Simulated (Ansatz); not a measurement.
## Loss of NH3: how K changes with temperature for BH(CH3)2(NH3) ⇌ BH(CH3)2 + NH3

Species: BH(CH3)2(NH3), singlet; BH(CH3)2, singlet; NH3 (ammonia) `N`, singlet. 

The electronic reaction energy at CCSD(T)/CBS estimate is +88.1 kJ/mol. Shapes: PBE0-D4/def2-TZVP. Programs: Ansatz 0.2.0. Enthalpy and entropy come from rigid-rotor, harmonic-oscillator sums on unscaled PBE0-D4/def2-TZVP wavenumbers, ideal gases at 1 bar. Symmetry numbers: BH(CH3)2(NH3) 1, BH(CH3)2 2, NH3 3. R = 8.3145 J/(mol K).

| T (K) | ΔH (kJ/mol) | ΔS (J/(mol K)) |
| --- | --- | --- |
| 500 | +73.9 | +161.4 |
| 700 | +72.6 | +159.1 |
| 900 | ? | ? |

**Question.** Work out ln K at 500 and 700 K, and from these estimate it at 900 K.

**Answer.** 
1. 500 K: ΔG = +73.9 − 500 × (+161.4)/1000 = -6.8 kJ/mol; ln K = −ΔG/RT = +1.64.
2. 700 K: ΔG = +72.6 − 700 × (+159.1)/1000 = -38.8 kJ/mol; ln K = −ΔG/RT = +6.67.
3. Slope against 1000/T: (+6.67 − (+1.64))/(1.4286 − 2.0000) = -8.80, that is −ΔH/R with ΔH near +73 kJ/mol.
4. 900 K: ln K = +1.64 + (-8.80) × (1.1111 − 2.0000) = +9.46.

The full sums give ΔH = +70.4 kJ/mol, ΔS = +156.4 J/(mol K), ΔG = -70.4 kJ/mol and ln K = +9.41 at 900 K, so the line is off by +0.05 in ln K; without rounding the miss is +0.07, from the change of ΔH with temperature. The products are favoured at 1 bar above about 460 K, give or take 60 K for 10 kJ/mol in the energy. The number of molecules rises, which sets the sign of ΔS, and lower pressure favours the products. An error of 10 kJ/mol in the energy moves ln K by 1.3 at 900 K. Soft modes are treated as harmonic, which can err either way at these temperatures; the lowest are those of BH(CH3)2(NH3) (187 cm⁻¹), BH(CH3)2 (94 cm⁻¹). The CBS estimate extrapolates MP2 from def2-TZVPP and def2-QZVPP and adds CCSD(T) − MP2 in the triple-zeta set, cores frozen.

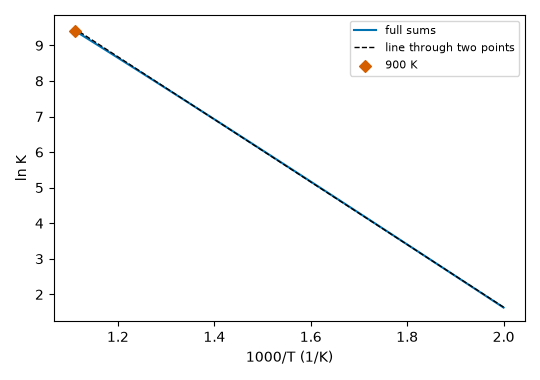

The van 't Hoff plot.
